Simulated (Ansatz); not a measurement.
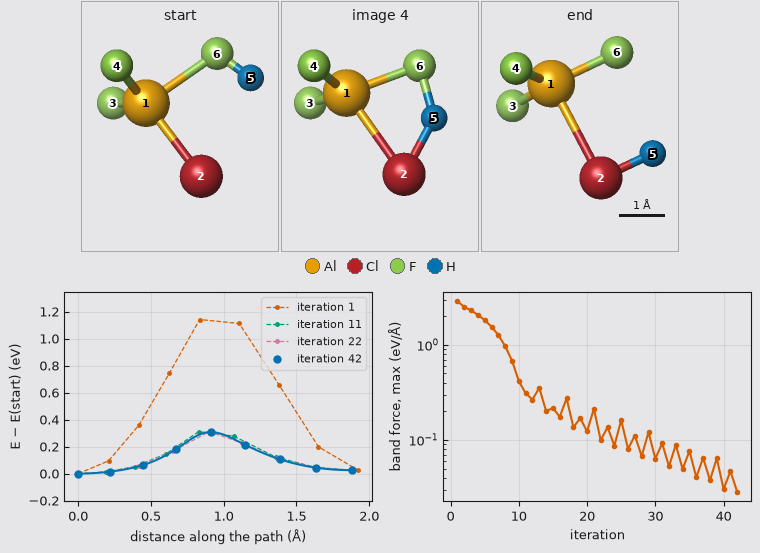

NEB run on AlHClF3. Images are numbered from 0 (start) to 8 (end). The plot follows the band through its iterations. A ball-and-stick model, seen at a tilt.

These are results of Ansatz, RKS PBE0-D4/def2-mTZVP, not measurements. Run with 7 movable images; climbing image; force threshold 0.03 eV/Å; iteration limit 60; optimiser L-BFGS; largest step 0.02 Å; starting path through a guess of the saddle point.

How did the profile develop, and is the result final?

The run is converged, with reservations. The band converged in 42 iterations. The largest component of the band force went from 2.9 to 0.028 eV/Å. The climbing image converged on the top of the path. Its curvatures weren't checked. The step length is far from the usual. The first iteration put the highest image at 1.14 eV. Forward barrier 0.31 eV, backward barrier 0.28 eV, with image 4 at the top; the reaction energy is +0.03 eV.

Cost: 8 min on 2 threads of Intel(R) Xeon(R) Platinum 8488C (Sapphire Rapids), on a shared host, peak memory 0.25 GiB.
